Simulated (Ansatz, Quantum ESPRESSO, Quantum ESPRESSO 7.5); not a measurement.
## Charging W(110), 5 layers

Aim: potential against charge for W(110), 5 layers facing a metal electrode, and the capacitance that follows.

Main program and level: Quantum ESPRESSO 7.5; plane-wave DFT, PBE, GBRV ultrasoft pseudopotentials (geometry by Ansatz 0.2.0 with PAW datasets; geometry under PBE).

**What experiment says.**

For W (clean (110) face), “Anisotropic work function of elemental crystals” (2019, arxiv:1902.07811) quotes earlier work: work function (clean (110) face) 5.25 eV.

## Step 1: Set-up

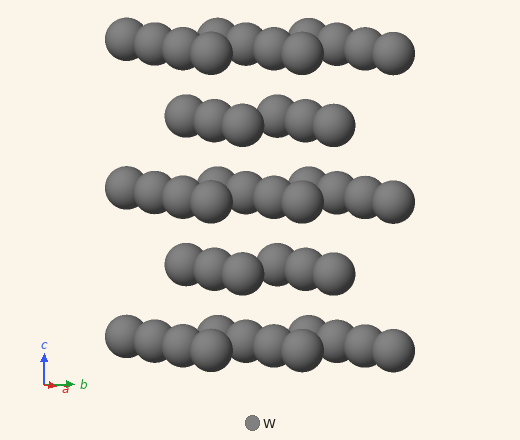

The starting structure, seen from the side, with the c axis up (tungsten grey). 3×2×1 cells are drawn. Some periodic images of atoms are drawn too.

The cell holds 5 atoms: 5 W. Cell: a = 2.737 Å, b = 2.737 Å, c = 23.938 Å, α = 90.0°, β = 90.0°, γ = 70.5°. It derives from W. Vacuum lies along c.

## Step 2: Relaxation with Ansatz

A relaxation in Ansatz fixes the structure of this slab for the runs on it.

input.yaml

```yaml
crystal:
  lattice:
    - [2.2344574285, -1.58, 0.0]
    - [2.2344574285, 1.58, 0.0]
    - [0.0, 0.0, 23.9378297142]
  atoms:
    - { symbol: W, position: [0.0, 0.0, 0.3133116114] }
    - { symbol: W, position: [0.5, 0.5, 0.4066558057] }
    - { symbol: W, position: [0.0, 0.0, 0.5] }
    - { symbol: W, position: [0.5, 0.5, 0.5933441943] }
    - { symbol: W, position: [0.0, 0.0, 0.6866883886] }
kpoints:
  mp_grid: { grid: [10, 10, 1] }
hamiltonian:
  xc: pbe
scf:
  occupations: { method: fermi_dirac, width: 0.1 }
  convergence: { dr2_threshold: 1.0e-08 }
efield:
  axis: 3
  dipole_correction: true
  ramp_position: 0.97
  ramp_width: 0.04
relax:
  f_tol: 0.01
  constraints: [{ sites: [0, 1, 2] }]
output:
  write_potential: true
  write_density: true
  volumetric_format: npy
```

On the command line:

```sh
> ansatz run input.yaml --threads 4 --pin off --max-ram 8192MiB --backend cpu --events-out ev --progress --plain --runs-dir out
```

Numbers of over 12 decimals in the logs are rounded to 6 here.

Log:

```text
Engine: ansatz 0.2.0, aarch64-unknown-linux-gnu
Pseudopotentials: kind: paw
Pseudopotential: W, paw, valence charge 14, recommended cutoff 420 eV (normal), W.paw.azcp
Functional definition: PBE
  parameter kappa = 0.804
  parameter beta = 0.066725
  exchange = pbe_x(kappa = kappa, mu = beta*pi^2/3)
  correlation = pbe_c(beta = beta)
Crystal: 5 atoms, lattice volume = 169.022 Å³
Basis set: ecut = 420 eV, 3347 PW (Γ), exchange–correlation on 40×40×324 points (8 copies of the dense FFT grid, shifted against one another)
Bands: 42, of which v1, the nominal top of the filled ones, is band 35 counted from 1 (34 counted from 0)
Symmetry: 4 space group operations
k-points: 31 of 100
Non-local potential: W, projectors of the file, l = 0: 3, l = 1: 2, l = 2: 2, l = 3: 1
PAW form: soft (Blöchl's): semilocal exchange-correlation on the pseudo side does not see the compensation charge
PAW one-centre angular grid: W, 590 points (default); XC on 64 Gauss nodes
Initial density: superposition of atomic densities (neutral atoms: chi_scale 0, normalization atom), corrected by the library's trained network
Initial wavefunctions: pseudopotential atomic-orbital guess
Functional: x = pbe(κ = 0.804, μ = 0.219515), c = pbe(β = 0.066725)
SCF iter   1: F=—  HF=-51921.248483 eV  |F-HF|=—  |Δ(HF+E_count)|=         —  Δρ=6.20e-3  dr2=6.66e-1  ethr=1.77e-3  p=0.001 e·Å  D=8.25e-4 V/Å  ΔV_dip=-0.02 eV  dr2_dipole=1.77e-3  V_vac-E_F(+/−)=4.96/4.98 eV  ⟨swp⟩=7.5  Hψ=13304  notcnv=0  defer=20
efield: sawtooth ramp at fractional position 0.9700 (set: `efield.ramp_position`, or a place that a band, a saddle search or an elastic batch's reference lends), width 0.0400; the density the first Hamiltonian is built on has a dipole p = 0.001 e·Å; the dipole correction subtracts the counter field D = 8.25e-4 V/Å, which shifts the + side's vacuum level by -0.02 eV against the − side's; the planar-averaged density in the ramp window peaks in size at 4.2e-5 e/Å³
automatic band count: the SCF goes on with 49 bands, as 42 were too few: the levels above may hold too much charge
preconditioner: auto → LDOS  [metal: Δε(μ)=0.033 eV  Ē_g=5.994 eV  σ=0.100 eV  W_gap=0.08  n_scr=16 (ndim 8)  ℏωp=15.6 eV  f_vac=0.463  D(μ)=4.60/eV (n_scr^D=16)  β→1.0]
SCF iter   2: F=—  HF=-51921.227082 eV  |F-HF|=—  |Δ(HF+E_count)|=   2.14e-2  Δρ=1.51e-3  dr2=6.06e-3  ethr=9.52e-4  p=0.000 e·Å  D=2.31e-4 V/Å  ΔV_dip=-0.01 eV  dr2_dipole=1.51e-4  V_vac-E_F(+/−)=4.91/4.91 eV  ⟨swp⟩=1.6  Hψ=1817  notcnv=0  defer=28
SCF iter   3: F=—  HF=-51921.225426 eV  |F-HF|=—  |Δ(HF+E_count)|=   1.66e-3  Δρ=6.79e-4  dr2=1.97e-3  ethr=8.65e-6  p=0.000 e·Å  D=6.33e-5 V/Å  ΔV_dip=-0.00 eV  dr2_dipole=5.34e-7  V_vac-E_F(+/−)=4.91/4.91 eV  ⟨swp⟩=3.6  Hψ=2947  notcnv=0  defer=28
SCF iter   4: F=—  HF=-51921.225217 eV  |F-HF|=—  |Δ(HF+E_count)|=   2.08e-4  Δρ=1.02e-4  dr2=2.77e-5  ethr=2.82e-6  p=0.000 e·Å  D=3.67e-5 V/Å  ΔV_dip=-0.00 eV  dr2_dipole=3.10e-9  V_vac-E_F(+/−)=4.90/4.91 eV  ⟨swp⟩=2.2  Hψ=1803  notcnv=0  defer=28
SCF iter   5: F=—  HF=-51921.225198 eV  |F-HF|=—  |Δ(HF+E_count)|=   1.92e-5  Δρ=2.50e-5  dr2=3.10e-6  ethr=3.96e-8  p=0.000 e·Å  D=1.11e-5 V/Å  ΔV_dip=-0.00 eV  dr2_dipole=1.60e-8  V_vac-E_F(+/−)=4.90/4.90 eV  ⟨swp⟩=3.2  Hψ=2475  notcnv=0  defer=28
SCF iter   6: F=—  HF=-51921.225192 eV  |F-HF|=—  |Δ(HF+E_count)|=   5.98e-6  Δρ=6.65e-6  dr2=1.17e-7  ethr=4.43e-9  p=0.000 e·Å  D=5.23e-6 V/Å  ΔV_dip=-0.00 eV  dr2_dipole=3.76e-10  V_vac-E_F(+/−)=4.90/4.90 eV  ⟨swp⟩=2.1  Hψ=2029  notcnv=0  defer=28
SCF iter   7: F=—  HF=-51921.225192 eV  |F-HF|=—  |Δ(HF+E_count)|=   1.01e-7  Δρ=2.73e-6  dr2=4.81e-8  ethr=1.43e-11  p=0.000 e·Å  D=2.11e-6 V/Å  ΔV_dip=-0.00 eV  dr2_dipole=8.59e-12  V_vac-E_F(+/−)=4.90/4.90 eV  ⟨swp⟩=12.5  Hψ=11355  notcnv=0
SCF iter   8: F=-51921.225192 eV  HF=-51921.225192 eV  |F-HF|=2.33e-10  |Δ(HF+E_count)|=  2.47e-10  Δρ=8.58e-7  dr2=2.43e-9  ethr=1.43e-11  p=0.000 e·Å  D=1.71e-6 V/Å  ΔV_dip=-0.00 eV  dr2_dipole=1.44e-10  V_vac-E_F(+/−)=4.90/4.90 eV  ⟨swp⟩=9.4  Hψ=10505  notcnv=0
SCF 1 converged in 8 iterations: F = -51921.225192 eV  dr2 = 2.43e-9
  greatest PAW one-centre occupation: 1.000 electrons in one spin orbital (limit 2), on the W atom at site 4 (counted from 0), in its partial waves of l = 0
relax step   1: F+E_penalty+E_count = -51921.22519228 eV  Δ(F+E_penalty+E_count) = +0.000e0 eV  max|allowed force component| = 6.855e-1 eV/Å  Δτ_max = 0.0000 Å  (8 SCF iters, accepted)
Bands: 49, of which v1, the nominal top of the filled ones, is band 35 counted from 1 (34 counted from 0)
Initial density: handed on by an earlier stage of this run
Initial wavefunctions: those handed on with the density
iter 1 solved again at ethr=1.06e-3 eV; its pass at ethr=3.10e-3 eV (dr2=7.45e-1 eV) is discarded
SCF iter   1: F=—  HF=-51921.227471 eV  |F-HF|=—  |Δ(HF+E_count)|=         —  Δρ=8.50e-3  dr2=7.93e-1  ethr=1.06e-3  p=-0.000 e·Å  D=-1.82e-6 V/Å  ΔV_dip=0.00 eV  dr2_dipole=2.57e-1  V_vac-E_F(+/−)=4.94/4.94 eV  ⟨swp⟩=1.3  Hψ=5277  notcnv=0  defer=50
efield: sawtooth ramp at fractional position 0.9700 (set: `efield.ramp_position`, or a place that a band, a saddle search or an elastic batch's reference lends), width 0.0400; the density the first Hamiltonian is built on has a dipole p = -0.000 e·Å; the dipole correction subtracts the counter field D = -1.82e-6 V/Å, which shifts the + side's vacuum level by +0.00 eV against the − side's; the planar-averaged density in the ramp window peaks in size at 7.2e-6 e/Å³
preconditioner: auto → LDOS  [metal: Δε(μ)=0.017 eV  Ē_g=6.005 eV  σ=0.100 eV  W_gap=0.04  n_scr=16 (ndim 8)  ℏωp=15.6 eV  f_vac=0.463  D(μ)=3.81/eV (n_scr^D=14)  β→1.0]
SCF iter   2: F=—  HF=-51921.207513 eV  |F-HF|=—  |Δ(HF+E_count)|=   2.00e-2  Δρ=4.71e-3  dr2=1.44e-1  ethr=1.06e-3  p=0.006 e·Å  D=6.82e-3 V/Å  ΔV_dip=-0.16 eV  dr2_dipole=2.96e-4  V_vac-E_F(+/−)=4.73/4.89 eV  ⟨swp⟩=2.5  Hψ=2366  notcnv=0  defer=50
SCF iter   3: F=—  HF=-51921.186410 eV  |F-HF|=—  |Δ(HF+E_count)|=   2.11e-2  Δρ=1.77e-3  dr2=2.24e-2  ethr=2.06e-4  p=0.004 e·Å  D=4.15e-3 V/Å  ΔV_dip=-0.10 eV  dr2_dipole=4.87e-4  V_vac-E_F(+/−)=4.80/4.89 eV  ⟨swp⟩=3.5  Hψ=3131  notcnv=0  defer=50
SCF iter   4: F=—  HF=-51921.182091 eV  |F-HF|=—  |Δ(HF+E_count)|=   4.32e-3  Δρ=3.71e-4  dr2=1.19e-3  ethr=3.20e-5  p=0.005 e·Å  D=5.63e-3 V/Å  ΔV_dip=-0.13 eV  dr2_dipole=1.25e-4  V_vac-E_F(+/−)=4.76/4.89 eV  ⟨swp⟩=2.2  Hψ=2080  notcnv=0  defer=50
[...]
SCF iter   4: F=—  HF=-51921.239274 eV  |F-HF|=—  |Δ(HF+E_count)|=   2.76e-3  Δρ=2.97e-4  dr2=6.02e-4  ethr=1.94e-5  p=0.004 e·Å  D=4.31e-3 V/Å  ΔV_dip=-0.10 eV  dr2_dipole=2.89e-6  V_vac-E_F(+/−)=4.79/4.90 eV  ⟨swp⟩=2.0  Hψ=1926  notcnv=0  defer=50
SCF iter   5: F=—  HF=-51921.239185 eV  |F-HF|=—  |Δ(HF+E_count)|=   8.87e-5  Δρ=6.67e-5  dr2=2.60e-5  ethr=8.61e-7  p=0.003 e·Å  D=3.71e-3 V/Å  ΔV_dip=-0.09 eV  dr2_dipole=3.38e-6  V_vac-E_F(+/−)=4.81/4.90 eV  ⟨swp⟩=2.5  Hψ=2507  notcnv=0  defer=50
SCF iter   6: F=—  HF=-51921.239166 eV  |F-HF|=—  |Δ(HF+E_count)|=   1.91e-5  Δρ=2.94e-5  dr2=6.61e-6  ethr=3.72e-8  p=0.003 e·Å  D=3.30e-3 V/Å  ΔV_dip=-0.08 eV  dr2_dipole=3.59e-7  V_vac-E_F(+/−)=4.82/4.90 eV  ⟨swp⟩=2.7  Hψ=2466  notcnv=0  defer=50
SCF iter   7: F=—  HF=-51921.239161 eV  |F-HF|=—  |Δ(HF+E_count)|=   5.26e-6  Δρ=1.03e-5  dr2=4.71e-7  ethr=9.45e-9  p=0.003 e·Å  D=3.07e-3 V/Å  ΔV_dip=-0.07 eV  dr2_dipole=1.96e-9  V_vac-E_F(+/−)=4.82/4.90 eV  ⟨swp⟩=2.4  Hψ=2211  notcnv=0  defer=50
SCF iter   8: F=—  HF=-51921.239161 eV  |F-HF|=—  |Δ(HF+E_count)|=   7.71e-8  Δρ=3.95e-6  dr2=8.34e-8  ethr=6.72e-10  p=0.003 e·Å  D=3.02e-3 V/Å  ΔV_dip=-0.07 eV  dr2_dipole=1.03e-8  V_vac-E_F(+/−)=4.83/4.90 eV  ⟨swp⟩=2.4  Hψ=2190  notcnv=0  defer=50
SCF iter   9: F=-51921.239161 eV  HF=-51921.239161 eV  |F-HF|=4.29e-10  |Δ(HF+E_count)|=   6.93e-8  Δρ=1.30e-6  dr2=4.27e-9  ethr=1.43e-11  p=0.003 e·Å  D=2.99e-3 V/Å  ΔV_dip=-0.07 eV  dr2_dipole=1.10e-11  V_vac-E_F(+/−)=4.83/4.90 eV  ⟨swp⟩=9.9  Hψ=10861  notcnv=0
SCF 3 converged in 9 iterations: F = -51921.239161 eV  dr2 = 4.27e-9
relax step   3: F+E_penalty+E_count = -51921.23916099 eV  Δ(F+E_penalty+E_count) = -1.397e-2 eV  max|allowed force component| = 8.857e-2 eV/Å  Δτ_max = 0.0384 Å  (9 SCF iters, accepted)
SCF iter   1: F=—  HF=-51921.239914 eV  |F-HF|=—  |Δ(HF+E_count)|=         —  Δρ=7.00e-4  dr2=3.44e-3  ethr=1.22e-4  p=0.003 e·Å  D=2.99e-3 V/Å  ΔV_dip=-0.07 eV  dr2_dipole=1.15e-4  V_vac-E_F(+/−)=4.83/4.90 eV  ⟨swp⟩=2.1  Hψ=2410  notcnv=0  defer=51
efield: sawtooth ramp at fractional position 0.9700 (set: `efield.ramp_position`, or a place that a band, a saddle search or an elastic batch's reference lends), width 0.0400; the density the first Hamiltonian is built on has a dipole p = 0.003 e·Å; the dipole correction subtracts the counter field D = 2.99e-3 V/Å, which shifts the + side's vacuum level by -0.07 eV against the − side's; the planar-averaged density in the ramp window peaks in size at 4.0e-6 e/Å³
preconditioner: auto → LDOS  [metal: Δε(μ)=0.008 eV  Ē_g=5.988 eV  σ=0.100 eV  W_gap=0.02  n_scr=16 (ndim 8)  ℏωp=15.6 eV  f_vac=0.463  D(μ)=4.15/eV (n_scr^D=16)  β→1.0]
SCF iter   2: F=—  HF=-51921.239728 eV  |F-HF|=—  |Δ(HF+E_count)|=   1.86e-4  Δρ=3.31e-4  dr2=6.76e-4  ethr=4.91e-6  p=0.002 e·Å  D=2.38e-3 V/Å  ΔV_dip=-0.06 eV  dr2_dipole=5.94e-6  V_vac-E_F(+/−)=4.84/4.90 eV  ⟨swp⟩=2.1  Hψ=2229  notcnv=0  defer=51
SCF iter   3: F=—  HF=-51921.239659 eV  |F-HF|=—  |Δ(HF+E_count)|=   6.93e-5  Δρ=1.31e-4  dr2=1.18e-4  ethr=9.66e-7  p=0.002 e·Å  D=2.57e-3 V/Å  ΔV_dip=-0.06 eV  dr2_dipole=1.24e-5  V_vac-E_F(+/−)=4.84/4.90 eV  ⟨swp⟩=3.0  Hψ=2682  notcnv=0  defer=51
SCF iter   4: F=—  HF=-51921.239635 eV  |F-HF|=—  |Δ(HF+E_count)|=   2.35e-5  Δρ=3.13e-5  dr2=7.09e-6  ethr=1.69e-7  p=0.002 e·Å  D=2.48e-3 V/Å  ΔV_dip=-0.06 eV  dr2_dipole=1.20e-6  V_vac-E_F(+/−)=4.84/4.90 eV  ⟨swp⟩=2.6  Hψ=2192  notcnv=0  defer=51
SCF iter   5: F=—  HF=-51921.239615 eV  |F-HF|=—  |Δ(HF+E_count)|=   2.03e-5  Δρ=1.06e-5  dr2=3.64e-7  ethr=1.01e-8  p=0.002 e·Å  D=2.45e-3 V/Å  ΔV_dip=-0.06 eV  dr2_dipole=2.34e-9  V_vac-E_F(+/−)=4.84/4.90 eV  ⟨swp⟩=2.2  Hψ=2150  notcnv=0  defer=51
SCF iter   6: F=—  HF=-51921.239615 eV  |F-HF|=—  |Δ(HF+E_count)|=   9.94e-8  Δρ=4.36e-6  dr2=4.93e-8  ethr=5.21e-10  p=0.002 e·Å  D=2.45e-3 V/Å  ΔV_dip=-0.06 eV  dr2_dipole=2.35e-9  V_vac-E_F(+/−)=4.84/4.90 eV  ⟨swp⟩=2.9  Hψ=2574  notcnv=0  defer=51
SCF iter   7: F=-51921.239615 eV  HF=-51921.239615 eV  |F-HF|=4.79e-9  |Δ(HF+E_count)|=   4.43e-8  Δρ=1.81e-6  dr2=9.46e-9  ethr=1.43e-11  p=0.002 e·Å  D=2.45e-3 V/Å  ΔV_dip=-0.06 eV  dr2_dipole=2.01e-11  V_vac-E_F(+/−)=4.84/4.90 eV  ⟨swp⟩=11.6  Hψ=10297  notcnv=0
SCF 4 converged in 7 iterations: F = -51921.239615 eV  dr2 = 9.46e-9
relax step   4: F+E_penalty+E_count = -51921.23961497 eV  Δ(F+E_penalty+E_count) = -4.540e-4 eV  max|allowed force component| = 4.852e-3 eV/Å  Δτ_max = 0.0119 Å  (7 SCF iters, accepted)
NSCF: frozen V_eff on 31 k-points
the band table was solved once a step of the walk had ended and its energy, with any forces and stress, was formed, with the checks that follow a solve (7923 applications of the Hamiltonian). They found nothing against the state; the energy, forces and stress were not computed again (output.eigenvalues in the input reference)
WARN: The output density's exchange-correlation potential varies sharply where the density is thin. Do not read a vacuum level from v_tot or v_xc, or from such a field of the output density. On a cell that repeats whose density bears no net charge and no dipole along the vacuum's axis use v_es (v_loc + v_h of the components); under efield.dipole_correction with no amplitude use v_es + v_field, which holds any externa [...]
SCF converged after 7 iterations
Free energy (F): -51921.239615 eV
Harris-Foulkes:  -51921.239615 eV  (|F-HF|=4.79e-9)
Internal energy: -51921.103278 eV  (E = F + TS)
E sigma→0 (E₀):  -51921.171447 eV
Entropy (-TS):   -0.136337 eV (-27.267 meV/atom)
Fermi energy:    8.122422 eV
Dipole field:    D = 0.002439 V/Å  (p = 0.002279 e·Å, saw-weighted, corrected)
Work function:   Φ+ = 4.8408 eV   Φ− = 4.8993 eV
Levels:          The Fermi level and band energies are counted from a zero that moves with the ramp; work functions are not
--- Per-component energies (eV) ---
  E_band       = -1415.111472
  E_kinetic    = 2243.310136
  E_local      = -75542.443641  (includes V_loc(G=0)·N_el)
  E_nonlocal   = 4.834998
  E_hartree    = 36846.220383
  E_xc         = -1330.618513
  E_vxc        = -1188.546748  (∫ρ·V_xc dr)
  E_paw        = -42812.423598  (= ΣΔE_a)
  E_vpaw       = -624.676209  (= ΣTr[D̂ρ^β])
  E_aug_tail   = -0.000291  (compensation charges beyond the density's cutoff)
  E_efield     = 0.000003  (sawtooth field / dipole correction)
  E_vefield    = -0.042096  (∫n·V_field dr)
  E_ewald      = 28670.017245
  E_smearing   = -0.136337  (= −TS)
  E_closure    = -0.000000  (closes the sum)
  Σ components = -51921.239615   (vs F -51921.239615, Δ=0.00e0)
--- Forces (eV/Å), atoms counted from 1 ---
  atom   1  W     -0.00000000     0.00000000     0.35525300
  atom   2  W      0.00000000     0.00000000    -0.67699972
  atom   3  W     -0.00000000     0.00000000     0.32676964
  atom   4  W      0.00000000    -0.00000000    -0.00485169
  atom   5  W      0.00000000    -0.00000000    -0.00017085
  max |Σ_I F_I| component: 3.70e-7 eV/Å
--- Band table (eV; the first three rows and the last of 31) ---
  k-point 0: bands = [... 31 lower, 6.6900, 6.7861, 6.8617, 7.2229, 7.9583, 8.2562, 8.6797, 9.7139, ... 10 higher]
  k-point 1: bands = [... 31 lower, 6.5420, 6.6120, 7.0742, 7.4971, 7.5697, 8.1166, 8.6090, 9.4869, ... 10 higher]
  k-point 2: bands = [... 31 lower, 6.2541, 6.3922, 6.8049, 6.9901, 8.1207, 8.3537, 9.3533, 9.4769, ... 10 higher]
  k-point 30: bands = [... 31 lower, 7.8020, 8.4944, 8.7725, 8.9976, 9.7501, 9.9794, 10.0379, 10.0551, ... 10 higher]
--- Relaxed structure (4 steps of the walk, 3 accepted, 0 SCFs on fresh bases) ---
  F+E_penalty+E_count = -51921.23961497 eV   max|allowed force component| = 4.852e-3 eV/Å
  atoms:
    - { symbol: W, position: [0.0, 0.0, 0.313312] }
    - { symbol: W, position: [0.5, 0.5, 0.406656] }
    - { symbol: W, position: [0.0, 0.0, 0.500000] }
    - { symbol: W, position: [0.5, 0.5, 0.595023] }
    - { symbol: W, position: [0, 0, 0.686509] }
```

Elapsed: 34 s, on 4 threads of Arm Neoverse V1, shared host; peak memory 0.56 GiB; 2.3 min of CPU time.

The steps of the relaxation:

```tsv
step	energy less that of the first step (eV)	largest force component (eV/Å)
1	0.0000	0.6855
2	0.0433	1.3540
3	-0.0140	0.0886
4	-0.0144	0.0049
```

Relaxation step 2 was tried and not accepted.

Forces are held to the 4 operations that the run works with; a distortion that breaks them can't arise in this run.

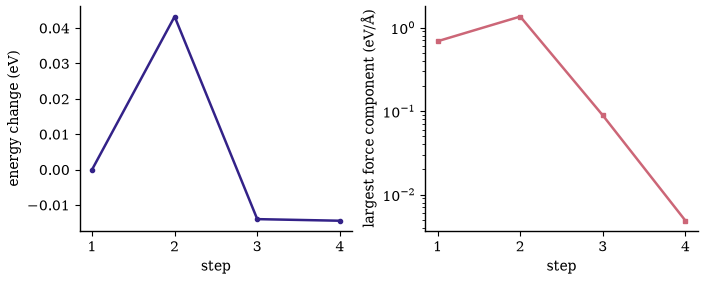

Energy and largest force along the relaxation.

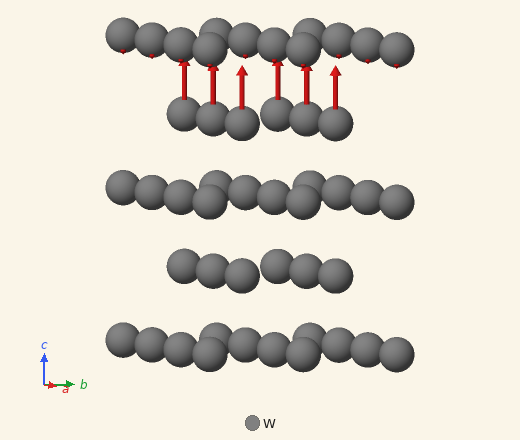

Displacements in the relaxation, exaggerated; the longest in the cell stands for 0.04 Å. 3×2×1 cells are drawn. Some periodic images of atoms are drawn too.

The atoms that moved most (Å):

```tsv
atom	dx	dy	dz	length
W4	0.000	0.000	0.040	0.040
```

Final coordinates:

```cif
data_structure
_symmetry_space_group_name_H-M 'P 1'
_symmetry_Int_Tables_number 1
_cell_length_a 2.7366
_cell_length_b 2.7366
_cell_length_c 23.9378
_cell_angle_alpha 90.000
_cell_angle_beta 90.000
_cell_angle_gamma 70.529
_cell_volume 169.02
loop_
_atom_site_label
_atom_site_type_symbol
_atom_site_fract_x
_atom_site_fract_y
_atom_site_fract_z
_atom_site_occupancy
W1 W 0.00000 0.00000 0.31331 1
W2 W 0.50000 0.50000 0.40666 1
W3 W 0.00000 0.00000 0.50000 1
W4 W 0.50000 0.50000 0.59502 1
W5 W 0.00000 0.00000 0.68651 1
```

The relaxation lowers the energy by 3 meV an atom. Held were the atoms numbered 1, 2 and 3; the forces quoted are those on the free ones.

Numbers from this step:

| Item | Value |
| --- | --- |
| free energy | -51921.2396 eV |
| energy at zero smearing | -51921.1714 eV |
| smearing term TS | 0.1363 eV |
| Fermi energy | 8.122 eV |
| symmetry operations | 4 |
| work function of the upper face | 4.841 eV |
| work function of the lower face | 4.899 eV |
| dipole along the normal | 0.002279 e·Å |

(Continued in part 2 of 6.)

[Logs are printed without paths, hosts, clocks, repeated set-up lines and the standing remarks that a program may print on its own settings, such as how far it seeks lower states.]

[Hosts, paths, dates, database ids (printed as entryN), source tags and the programs' standing remarks are cut or masked in the printed files.]

[Maps of the electrostatic potential energy from Ansatz leave out the sawtooth potential of an applied field or a dipole correction, so their vacuum need not be flat; planar profiles and work functions include it.]
